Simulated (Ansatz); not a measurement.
Fields on a plane of ZnS (space group R3m)

```
ZnS
1.0
    1.89188     1.09228     9.29991
   -1.89188     1.09228     9.29991
    0.00000    -2.18456     9.29991
Zn S
3 3
Direct
  0.00001   0.00001   0.00001
  0.77770   0.77770   0.77770
  0.55543   0.55543   0.55543
  0.91674   0.91674   0.91674
  0.47217   0.47217   0.47217
  0.69460   0.69460   0.69460
```

The slice is a (-1 1 0 4) plane (indices of the conventional cell) through the point (0.555, 0.555, 0.555) (fractional), spanned by u = [1 0 -1] and v = [1 -1 1] in vectors of this cell: u (3.78 Å) and v (10.28 Å, at 90° to u). It covers one period; positions are fractions (u, v).

Atoms on it: Zn at (0.00, 0.00). Other atoms lie within 1 Å of the plane.

Calculation: PBEsol (plane waves to 420 eV, PAW, scalar-relativistic; Ansatz, a program for electronic structure). k mesh 10×10×10. These are valence fields of a PAW run, semicore shells included where kept as valence: close to a nucleus they are smooth pseudo fields. This is one of several known forms of ZnS; the measured ambient cells at hand have space group No. 186 or 216. ZnS was relaxed with its symmetry unable to fall.

```
|11559966332233669955|
|88998855333333558899|
|55554433332233334455|
|33332222222222222233|
|66442211222222112244|
|77551111223322111155|
|33221122444444221122|
|11112255442244552211|
|11224477330033774422|
|33446699774477996644|
|33446688999999886644|
|44444455666666554444|
|33333333333333333333|
|33332222222222222233|
|33222211112211112222|
|33332211111111112233|
|44443322111111223344|
|44555533222222335555|
|66776655443344556677|
|77776655444444556677|
|55555555444444555555|
|33333344444444443333|
|22222233333333332222|
|11112222222222222211|
|22222211111111112222|
|44443322111111223344|
|11335533111111335533|
|00117755221122557711|
```
Scale: ten equal steps from 0.001 (start of '0') to 0.040 (end of '9'), in the order '0123456789'. Values: density of the lowest conduction band (whole band as if filled, smooth part) in e/Å³. The map has 10 points along u (two characters each, u = 0 at the left) and 28 along v (v = 0 in the bottom row). 

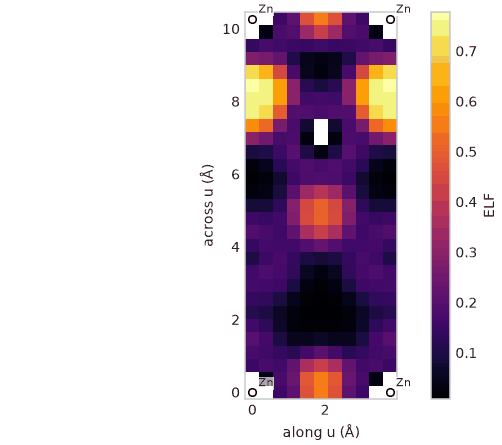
Figure. Electron localisation function (ELF), one period of the plane, atoms marked. Points within 0.5 Å of a nucleus are left white, as the pseudised field means little there.
